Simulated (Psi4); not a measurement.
# HS (SMILES [SH]) at UCCSD(T)/6-31+G(d,p) (spherical functions, sweep point 5)

Aim: the vertical doublet–quartet gap of HS at UCCSD(T)/6-31+G** (spherical functions, sweep point 5), from 2 runs. 

The calculation is run with Psi4 1.11.

### Step 1. The molecule

The species is HS (2 atoms), meant as a doublet with charge 0. As SMILES, `[SH]`. The shape is that of a GFN2-xTB optimisation.

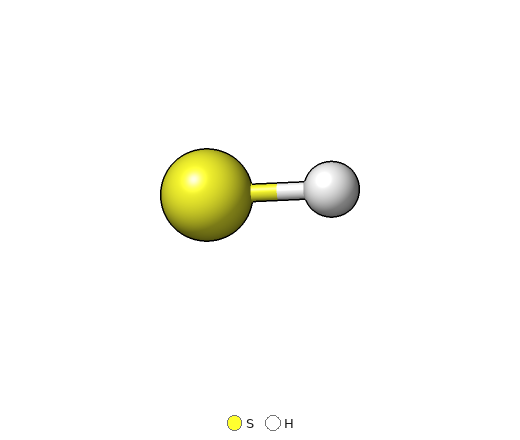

Viewed from a chosen angle; sulfur yellow, hydrogen white.

### Step 2. A single-point energy at UCCSD(T)/6-31+G(d,p) (spherical functions, sweep point 5)

input.inp reads:

```
memory 1.6 GB

molecule system {
  0 2
  S      1.07338334    -0.35086545     0.55197010
  H     -1.07338334     0.35086545    -0.55197010
  units bohr
  symmetry c1
}

set reference uhf
set puream true
set scf_type pk
set num_frozen_docc 5
set maxiter 150

result, w = energy("ccsd(t)/6-31+G**", return_wfn=True)
```

Launch:

```console
$ psi4 input.inp input.out -n 1
```

input.out (excerpt; [...] marks lines left out):

```text
[...]
  Running in c1 symmetry.
[...]
  Nuclear repulsion =    6.364600572385179
[...]
  Multiplicity = 2
[...]
  Nalpha       = 9
  Nbeta        = 8
[...]
    Number of basis functions: 27
[...]
   @UHF iter   1:  -398.05089906427088   -4.10990e-01   5.05293e-03 ADIIS/DIIS
[...]
   @UHF iter  12:  -398.06805323413971   -9.09495e-13   5.65310e-09 DIIS
[...]
   @S^2 Observed:                7.577567132E-01
[...]
    Orbital Energies [Eh]
    ---------------------
    Alpha Occupied:
       1A    -91.975720     2A     -8.990102     3A     -6.686126
       4A     -6.668264     5A     -6.665105     6A     -0.993186
       7A     -0.555688     8A     -0.469231     9A     -0.403388
    Alpha Virtual:
      10A      0.075851    11A      0.108913    12A      0.109221
      13A      0.119503    14A      0.196558    15A      0.596580
      16A      0.632195    17A      0.647251    18A      0.669947
      19A      0.930445    20A      0.934993    21A      0.981272
      22A      0.984427    23A      0.992131    24A      1.448566
      25A      2.364209    26A      2.374832    27A      3.082340
[...]
  @UHF Final Energy:  -398.06805323413971
   => Energetics <=
    Nuclear Repulsion Energy =              6.3646005723851786
    One-Electron Energy =                -562.7315062189327364
    Two-Electron Energy =                 158.2988524124079106
    Total Energy =                       -398.0680532341397111
  UHF NO Occupations:
  HONO-2 :    7  A 1.9998052
  HONO-1 :    8  A 1.9964862
[...]
 Multipole Moments:
 ------------------------------------------------------------------------------------
     Multipole            Electronic (a.u.)      Nuclear  (a.u.)        Total (a.u.)
 ------------------------------------------------------------------------------------
 L = 1.  Multiply by 2.5417464519 to convert [e a0] to [Debye]
 Dipole X            :          0.0000000           -0.0000000            0.0000000
 Dipole Y            :          0.0000000            0.0000000            0.0000000
 Dipole Z            :          0.7773244           -1.2079336           -0.4306092
 Magnitude           :                                                    0.4306092
[...]
      * MP2 total energy                      = -398.172024683787981
[...]
      * CCSD total energy                     = -398.192510137973272
[...]
      * CCSD(T) total energy                     = -398.194853277735604
[...]
```

Wall time 3.9 s (1 thread of Intel Xeon Platinum 8488C (Sapphire Rapids), shared host); peak memory 0.19 GiB.

### Step 3. The quartet at the same level

hs.in reads:

```
memory 1600 MB

molecule {
  0 4
  S      1.07338334    -0.35086545     0.55197010
  H     -1.07338334     0.35086545    -0.55197010
  units bohr
  symmetry c1
}

set globals {
  basis 6-31+G**
  reference uhf
  puream true
  scf_type pk
  num_frozen_docc 5
  maxiter 150
}

energy('ccsd(t)')
```

Launch:

```console
$ psi4 -i hs.in -o hs.out -n 1
```

hs.out (excerpt; [...] marks lines left out):

```text
[...]
  Running in c1 symmetry.
[...]
  Nuclear repulsion =    6.364600572385179
[...]
  Multiplicity = 4
[...]
  Nalpha       = 10
  Nbeta        = 7
[...]
    Number of basis functions: 27
[...]
   @UHF iter   1:  -397.84659617160582   -2.06688e-01   6.40242e-03 ADIIS/DIIS
[...]
   @UHF iter  14:  -397.87860588444437   -1.02318e-12   5.39472e-09 DIIS
[...]
   @S^2 Observed:                3.760675266E+00
[...]
    Orbital Energies [Eh]
    ---------------------
    Alpha Occupied:
       1A    -92.090323     2A     -9.105932     3A     -6.796074
       4A     -6.796074     5A     -6.778540     6A     -1.127728
       7A     -0.648762     8A     -0.572142     9A     -0.572142
      10A     -0.157389
    Alpha Virtual:
      11A      0.082469    12A      0.084209    13A      0.084209
      14A      0.108507    15A      0.523001    16A      0.565000
      17A      0.565000    18A      0.575800    19A      0.834211
      20A      0.834211    21A      0.845608    22A      0.845608
      23A      0.869650    24A      1.386054    25A      2.352602
[...]
  @UHF Final Energy:  -397.87860588444437
   => Energetics <=
    Nuclear Repulsion Energy =              6.3646005723851786
    One-Electron Energy =                -560.9677806559095643
    Two-Electron Energy =                 156.7245741990800525
    Total Energy =                       -397.8786058844443687
  UHF NO Occupations:
  HONO-2 :    8  A 1.0000000
  HONO-1 :    9  A 1.0000000
[...]
 Multipole Moments:
 ------------------------------------------------------------------------------------
     Multipole            Electronic (a.u.)      Nuclear  (a.u.)        Total (a.u.)
 ------------------------------------------------------------------------------------
 L = 1.  Multiply by 2.5417464519 to convert [e a0] to [Debye]
 Dipole X            :         -0.0000000           -0.0000000           -0.0000000
 Dipole Y            :         -0.0000000            0.0000000           -0.0000000
 Dipole Z            :          1.8540452           -1.2079336            0.6461116
 Magnitude           :                                                    0.6461116
[...]
      * MP2 total energy                      = -397.970943776432080
[...]
      * CCSD total energy                     = -397.992143645155579
[...]
      * CCSD(T) total energy                     = -397.994300461082730
[...]
```

Run time: 4.2 s. Hardware: 1 thread of Intel Xeon Platinum 8488C (Sapphire Rapids), shared host; peak memory 0.19 GiB.

### Step 4. Results

At UCCSD(T)/6-31+G** (spherical functions, sweep point 5), 5 core orbitals frozen:

| quantity | value |
| --- | --- |
| doublet: total energy | -398.19485 Eh |
| doublet: HOMO energy (Hartree–Fock orbitals) (highest over α and β) | -10.27 eV |
| doublet: LUMO energy (Hartree–Fock orbitals) (lowest over α and β) | -0.19 eV |
| doublet: correlation energy (5 core orbitals frozen) | -126.8 mEh |
| doublet: (T) correction | -2.34 mEh |
| doublet: ⟨S²⟩ of the reference determinant | 0.758 |
| doublet: T1 diagnostic | 0.011 |
| quartet: total energy | -397.99430 Eh |
| quartet: HOMO energy (Hartree–Fock orbitals) (highest over α and β) | -4.28 eV |
| quartet: LUMO energy (Hartree–Fock orbitals) (lowest over α and β) | -1.40 eV |
| quartet: correlation energy (5 core orbitals frozen) | -115.7 mEh |
| quartet: (T) correction | -2.16 mEh |
| quartet: ⟨S²⟩ of the reference determinant | 3.761 |
| quartet: T1 diagnostic | 0.029 |
| vertical energy of the quartet above the doublet | 5.457 eV |

What this shows: At this shape the quartet lies 5.46 eV (126 kcal/mol) above the doublet. The triples (doublet) make up 1.8 % of the correlation energy. The triples (quartet) make up 1.9 % of the correlation energy.
